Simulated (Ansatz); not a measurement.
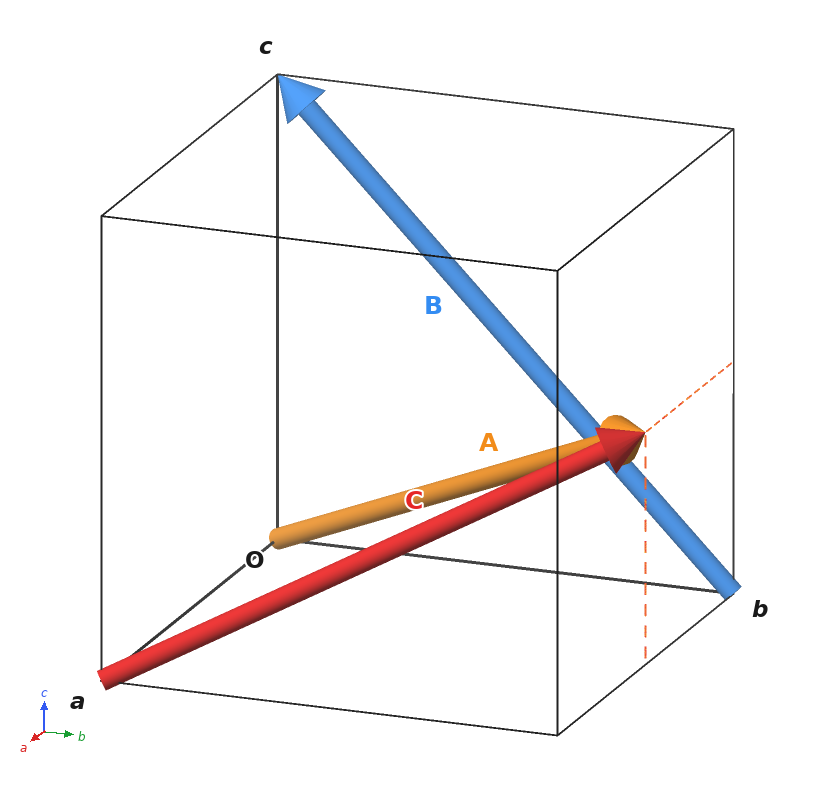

Crystal: GaSb, the geometry relaxed with DFT PBE, scalar-relativistic, plane waves, PAW in Ansatz 0.2.0. Each arrow starts at a corner of the unit cell and ends on its surface; where a tip isn't a corner, dashed lines run from it parallel to the axes. All values are computed from the atomic coordinates in the standard setting (tolerance 0.002 Å).

a = 6.215 Å, b = 6.215 Å, c = 6.215 Å, α = 90.00°, β = 90.00°, γ = 90.00°.

Give [uvw] of each arrow.

Arrow A runs from (0, 0, 0) to (1/2, 1, 1/2), so [1 2 1]; Arrow B runs from (0, 1, 0) to (0, 0, 1), so [0 −1 1]; Arrow C runs from (1, 0, 0) to (1/2, 1, 1/2), so [−1 2 1].

How long is the vector ua + vb + wc in each case, and what angles do the directions make?

A 15.225 Å; B 8.790 Å; C 15.225 Å. A–B: 106.8°. A–C: 48.2°. B–C: 106.8°.

In F-43m, No. 216, how many directions are equivalent to A (Laue class m-3m, both senses counted)?

24.
